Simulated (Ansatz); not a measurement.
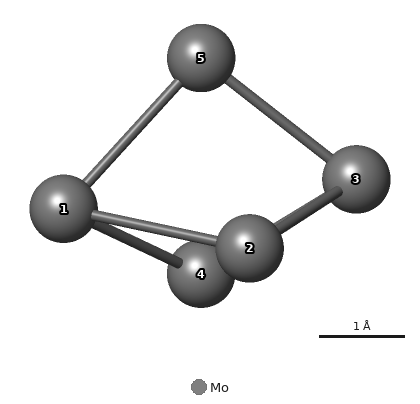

The structure as given in the input (ball-and-stick view, seen at a tilt; atoms are numbered from 1 in the order of the input). Sticks mark near contacts.

# Mo5 (charge −1): geometry relaxation

The run: geometry relaxation of Mo5, charge −1, multiplicity 2. Method and program: UKS PBE-D4/def2-SVPD (Ansatz 0.2.0).

The geometry: GFN2-xTB start. Figures and captions count atoms from 1; the log counts them from 0 in places.

The program's output
```
Functional definition: PBE
  name "PBE"
  cite "Perdew, Burke & Ernzerhof, Phys. Rev. Lett. 77, 3865 (1996) doi:10.1103/PhysRevLett.77.3865"
  parent pbe
  parameter kappa = 0.804
  parameter beta = 0.06672455060314922
  exchange = pbe_x(kappa = kappa, mu = beta*pi^2/3)
  correlation = pbe_c(beta = beta)
these checks for a lower state are left out or cut short: stability, starts, cluster_reference, orbital_swaps, neighbouring_geometries, increment
1530 factors; their error is unknown
mean field evaluation 1: about -9257.2254 eV, gradient 6.8e1 eV
mean field evaluation 2: about -8158.7027 eV, gradient 3.4e2 eV
mean field evaluation 4: about -9156.3333 eV, gradient 1.3e2 eV
mean field evaluation 8: about -9280.8057 eV, gradient 2.9e0 eV
mean field evaluation 16: about -9280.8581 eV, gradient 1.4e-6 eV
mean field -9280.85811219 eV, -341.0652448315 hartree, gradient 1.4e-6 eV, S^2 2.160066; 0 other end points of the search recorded, 0 dependent functions left out
the calculation of the forces begins
reference -9280.85814357 eV, -341.0652459845 hartree; 36, 35 occupied and 134, 135 virtual orbitals, 1530 factors
relax step   1: F+E_penalty+E_count = -9281.28102256 eV  Δ(F+E_penalty+E_count) = +0.000e0 eV  max|allowed force component| = 3.058e0 eV/Å  Δτ_max = 0.0000 Å  (94 SCF iters, accepted)
these checks for a lower state are left out or cut short: stability, starts, cluster_reference, orbital_swaps, neighbouring_geometries, increment
1530 factors; their error is unknown
mean field evaluation 32: about -9281.3360 eV, gradient 2.2e-2 eV
mean field -9281.33606255 eV, -341.0828091831 hartree, gradient 2.6e-6 eV, S^2 0.802708; 0 other end points of the search recorded, 0 dependent functions left out
the calculation of the forces begins
reference -9281.33609326 eV, -341.0828103118 hartree; 36, 35 occupied and 134, 135 virtual orbitals, 1530 factors
relax step   2: F+E_penalty+E_count = -9281.76287350 eV  Δ(F+E_penalty+E_count) = -4.819e-1 eV  max|allowed force component| = 8.377e-1 eV/Å  Δτ_max = 0.1949 Å  (233 SCF iters, accepted)
these checks for a lower state are left out or cut short: stability, starts, cluster_reference, orbital_swaps, neighbouring_geometries, increment
1530 factors; their error is unknown
mean field -9281.36523472 eV, -341.0838812406 hartree, gradient 4.8e-6 eV, S^2 0.846476; 0 other end points of the search recorded, 0 dependent functions left out
the calculation of the forces begins
reference -9281.36526536 eV, -341.0838823665 hartree; 36, 35 occupied and 134, 135 virtual orbitals, 1530 factors
relax step   3: F+E_penalty+E_count = -9281.78971051 eV  Δ(F+E_penalty+E_count) = -2.684e-2 eV  max|allowed force component| = 8.360e-2 eV/Å  Δτ_max = 0.0362 Å  (69 SCF iters, accepted)
these checks for a lower state are left out or cut short: stability, starts, cluster_reference, orbital_swaps, neighbouring_geometries, increment
1530 factors; their error is unknown
mean field evaluation 64: about -9281.3920 eV, gradient 1.6e0 eV
mean field -9281.36555799 eV, -341.0838931205 hartree, gradient 2.6e-6 eV, S^2 0.844049; 0 other end points of the search recorded, 0 dependent functions left out
the calculation of the forces begins
reference -9281.36558866 eV, -341.0838942477 hartree; 36, 35 occupied and 134, 135 virtual orbitals, 1530 factors
relax step   4: F+E_penalty+E_count = -9281.79137484 eV  Δ(F+E_penalty+E_count) = -1.664e-3 eV  max|allowed force component| = 5.707e-2 eV/Å  Δτ_max = 0.0090 Å  (51 SCF iters, accepted)
these checks for a lower state are left out or cut short: stability, starts, cluster_reference, orbital_swaps, neighbouring_geometries, increment
1530 factors; their error is unknown
mean field -9281.36581768 eV, -341.0839026641 hartree, gradient 5.8e-6 eV, S^2 0.846373; 0 other end points of the search recorded, 0 dependent functions left out
the calculation of the forces begins
reference -9281.36584836 eV, -341.0839037914 hartree; 36, 35 occupied and 134, 135 virtual orbitals, 1530 factors
relax step   5: F+E_penalty+E_count = -9281.79192449 eV  Δ(F+E_penalty+E_count) = -5.497e-4 eV  max|allowed force component| = 4.625e-2 eV/Å  Δτ_max = 0.0053 Å  (48 SCF iters, accepted)
these checks for a lower state are left out or cut short: stability, starts, cluster_reference, orbital_swaps, neighbouring_geometries, increment
1530 factors; their error is unknown
mean field -9281.36588743 eV, -341.0839052272 hartree, gradient 6.2e-6 eV, S^2 0.850869; 0 other end points of the search recorded, 0 dependent functions left out
the calculation of the forces begins
reference -9281.36591811 eV, -341.0839063546 hartree; 36, 35 occupied and 134, 135 virtual orbitals, 1530 factors
relax step   6: F+E_penalty+E_count = -9281.79227610 eV  Δ(F+E_penalty+E_count) = -3.516e-4 eV  max|allowed force component| = 2.107e-2 eV/Å  Δτ_max = 0.0052 Å  (41 SCF iters, accepted)
these checks for a lower state are left out or cut short: stability, starts, cluster_reference, orbital_swaps, neighbouring_geometries, increment
1530 factors; their error is unknown
mean field -9281.36606387 eV, -341.0839117113 hartree, gradient 5.9e-6 eV, S^2 0.852180; 0 other end points of the search recorded, 0 dependent functions left out
the calculation of the forces begins
reference -9281.36609455 eV, -341.0839128387 hartree; 36, 35 occupied and 134, 135 virtual orbitals, 1530 factors
relax step   7: F+E_penalty+E_count = -9281.79231277 eV  Δ(F+E_penalty+E_count) = -3.667e-5 eV  max|allowed force component| = 2.707e-3 eV/Å  Δτ_max = 0.0012 Å  (45 SCF iters, accepted)
```

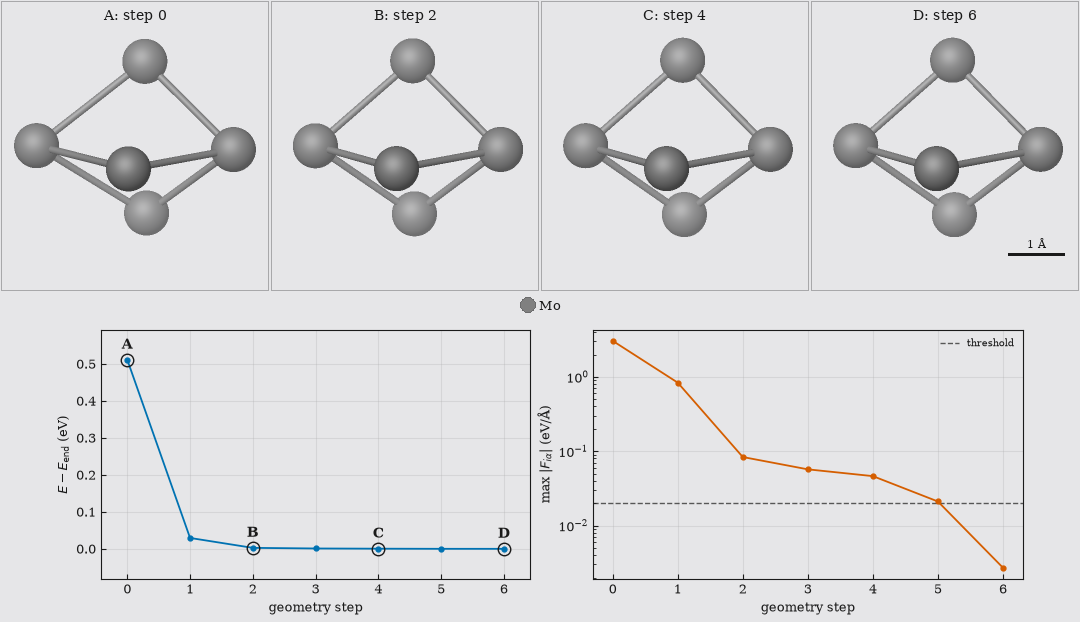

Frames of the relaxation (ball-and-stick view, seen at a tilt) above the curves, on which the letters mark them (the first geometry is step 0 here and step 1 in the log).

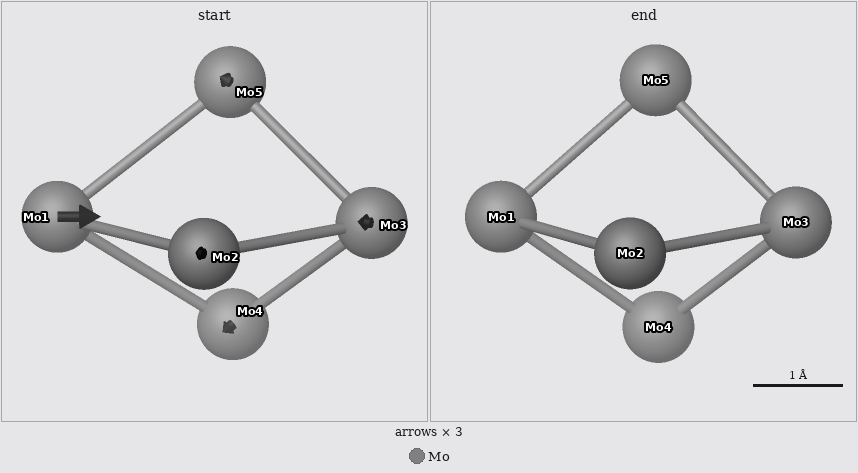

Before (left) and after (right) the relaxation, at one scale (ball-and-stick view, seen at a tilt). The black arrows give the displacements, magnified 3 times. Mo1 moves most after the best rigid fit: 0.16 Å. Among the contacts that change: Mo1–Mo2 2.484 → 2.336 Å, Mo2–Mo3 2.352 → 2.336 Å. Among the angles that change: Mo4–Mo1–Mo5 69.0° → 75.6°, Mo2–Mo1–Mo4 69.0° → 73.3°, Mo1–Mo4–Mo3 95.4° → 91.8°. Over 6 geometry steps the energy falls by 0.511 eV. Largest force component: 3.1 eV/Å at the start, 0.0027 eV/Å at the end. (Atoms are counted from 1 in the order of the input.)

```
Total energy: -9281.79234345 eV, -341.0995771968 hartree
Atom 0 at    -0.956911    -1.346808    -0.303773 Å, force     0.000264     0.000183     0.000685 eV/Å
Atom 1 at     0.232492    -0.485977     1.513662 Å, force    -0.000481     0.000654    -0.002707 eV/Å
Atom 2 at     0.951619     1.357409     0.271264 Å, force     0.000808     0.000495     0.001093 eV/Å
Atom 3 at     1.048124    -0.494398    -1.153630 Å, force    -0.000557    -0.000400     0.000643 eV/Å
Atom 4 at    -1.275336     0.969774    -0.327513 Å, force    -0.000035    -0.000931     0.000286 eV/Å
Dipole moment:     0.057890    -0.119917     0.371768 e Å
Checks for a lower state left out: stability, starts, cluster_reference, orbital_swaps, neighbouring_geometries, increment
```

Trajectory as extended XYZ (Å, eV, eV/Å), 7 frames, from step=1 to step=7
```
5
Properties=species:S:1:pos:R:3:forces:R:3 step=1 energy=-9281.28102
Mo   -1.0476   -1.4838   -0.3152    2.1576   3.0576   0.6512
Mo    0.2551   -0.4628    1.5364   -0.6651  -0.5919  -0.8206
Mo    0.9862    1.3976    0.2967   -0.4655  -0.6592  -0.1414
Mo    1.0434   -0.4438   -1.1644   -1.0015  -0.5945   0.3291
Mo   -1.2371    0.9928   -0.3535   -0.0255  -1.2121  -0.0183
5
Properties=species:S:1:pos:R:3:forces:R:3 step=2 energy=-9281.76287
Mo   -0.9369   -1.3270   -0.2820   -0.5726  -0.8377  -0.1367
Mo    0.2324   -0.4984    1.5357    0.1162   0.2616  -0.1394
Mo    0.9466    1.3414    0.2849    0.1634   0.2089   0.0915
Mo    1.0235   -0.4791   -1.1762    0.3859   0.0297   0.0077
Mo   -1.2656    0.9630   -0.3623   -0.0930   0.3374   0.1769
5
Properties=species:S:1:pos:R:3:forces:R:3 step=3 energy=-9281.78971
Mo   -0.9579   -1.3543   -0.2930    0.0365   0.0762  -0.0371
Mo    0.2321   -0.4860    1.5126    0.0161   0.0020   0.0417
Mo    0.9568    1.3585    0.2836   -0.0778  -0.0836  -0.0673
Mo    1.0351   -0.4840   -1.1606    0.0742  -0.0377   0.0090
Mo   -1.2661    0.9658   -0.3425   -0.0491   0.0432   0.0536
5
Properties=species:S:1:pos:R:3:forces:R:3 step=4 energy=-9281.79138
Mo   -0.9561   -1.3502   -0.2953    0.0101   0.0436  -0.0513
Mo    0.2326   -0.4859    1.5138   -0.0010  -0.0122   0.0187
Mo    0.9532    1.3549    0.2799   -0.0138   0.0115  -0.0571
Mo    1.0428   -0.4888   -1.1608   -0.0107  -0.0141   0.0492
Mo   -1.2724    0.9700   -0.3377    0.0155  -0.0288   0.0405
5
Properties=species:S:1:pos:R:3:forces:R:3 step=5 energy=-9281.79192
Mo   -0.9559   -1.3482   -0.2984   -0.0120   0.0067  -0.0463
Mo    0.2324   -0.4855    1.5126    0.0043  -0.0183   0.0447
Mo    0.9521    1.3551    0.2764    0.0059   0.0331  -0.0409
Mo    1.0459   -0.4918   -1.1577   -0.0118  -0.0031   0.0255
Mo   -1.2745    0.9704   -0.3328    0.0136  -0.0184   0.0169
5
Properties=species:S:1:pos:R:3:forces:R:3 step=6 energy=-9281.79228
Mo   -0.9565   -1.3466   -0.3029   -0.0081  -0.0049  -0.0133
Mo    0.2325   -0.4857    1.5130    0.0005  -0.0093   0.0177
Mo    0.9513    1.3565    0.2720    0.0102   0.0211  -0.0090
Mo    1.0486   -0.4945   -1.1543   -0.0099   0.0022   0.0054
Mo   -1.2759    0.9703   -0.3278    0.0073  -0.0091  -0.0008
5
Properties=species:S:1:pos:R:3:forces:R:3 step=7 energy=-9281.79231
Mo   -0.9569   -1.3468   -0.3038    0.0003   0.0002   0.0007
Mo    0.2325   -0.4860    1.5137   -0.0005   0.0007  -0.0027
Mo    0.9516    1.3574    0.2713    0.0008   0.0005   0.0011
Mo    1.0481   -0.4944   -1.1536   -0.0006  -0.0004   0.0006
Mo   -1.2753    0.9698   -0.3275    0.0000  -0.0009   0.0003
```

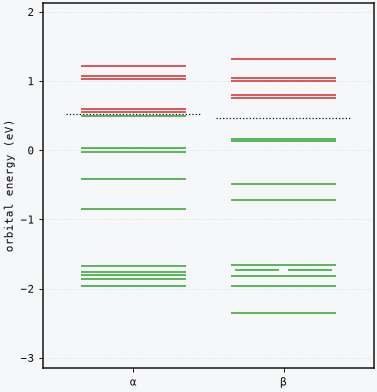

Orbital energies near the frontier for α and β spins; the dotted line parts filled from empty levels, and levels within 0.02 eV of each other stand side by side. α: highest filled 0.49 eV, lowest empty 0.54 eV, 0.05 eV apart; β: highest filled 0.17 eV, lowest empty 0.75 eV, 0.58 eV apart.

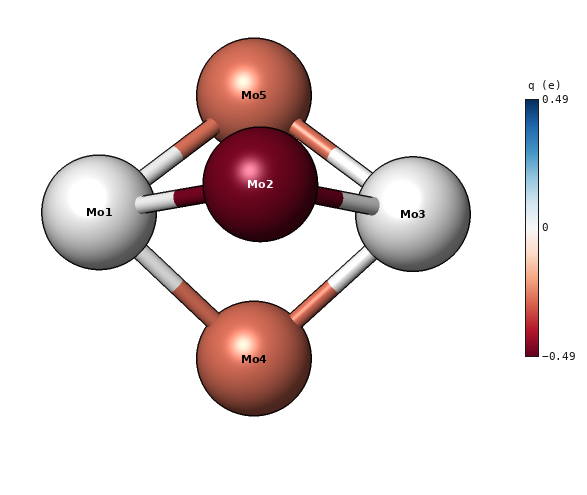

Mulliken charges, as the colour of each atom (ball-and-stick view, seen at a tilt; atoms are numbered from 1 in the order of the input). By element: Mo −0.46 to 0.00 e.

This output came from the following input.

Input file
```yaml
crystal:
  periodic: [false, false, false]
  atoms:
    - {symbol: Mo, position_ang: [-1.047610, -1.483820, -0.315250]}
    - {symbol: Mo, position_ang: [0.255100, -0.462780, 1.536430]}
    - {symbol: Mo, position_ang: [0.986160, 1.397560, 0.296740]}
    - {symbol: Mo, position_ang: [1.043400, -0.443760, -1.164390]}
    - {symbol: Mo, position_ang: [-1.237060, 0.992800, -0.353520]}
basis:
  gaussian: {orbitals: def2-SVPD}
total_charge: -1
magnetization: {spin_polarized: true, initial_magnetization: 1}
hamiltonian: {xc: pbe, dispersion: d4}
scf: {lower_state_search: "off"}
output: {orbitals: {seedname: orbitals}}
relax: {f_tol: 0.02, max_steps: 100}
```

Run as:
```bash
ansatz run in.yaml --threads 4 --pin off --events-out ev --progress --plain --max-ram 4787MiB
```

Key numbers

| quantity | value |
| --- | --- |
| outcome | converged |
| total energy | −9281.7923 eV |
| mean-field energy | −9281.3661 eV |
| dispersion energy | −0.4262 eV |
| ⟨S²⟩ | 0.852 |
| HOMO (either spin) | 0.49 eV |
| LUMO (either spin) | 0.54 eV |
| largest force (length of the vector) at the end | 0.003 eV/Å |
| hardware | 4 threads of Intel Xeon @ 2.50GHz, 11 GiB of memory available, shared host |
| wall time | 2.6 min (CPU time 10 min) |
| peak memory | 0.64 GiB |

⟨S²⟩ is 0.85 against 0.75 for a pure state: the solution is spin-contaminated. The highest filled orbital lies above zero: either the extra electron isn't bound at this level, or the self-interaction error of the functional lifts the level.
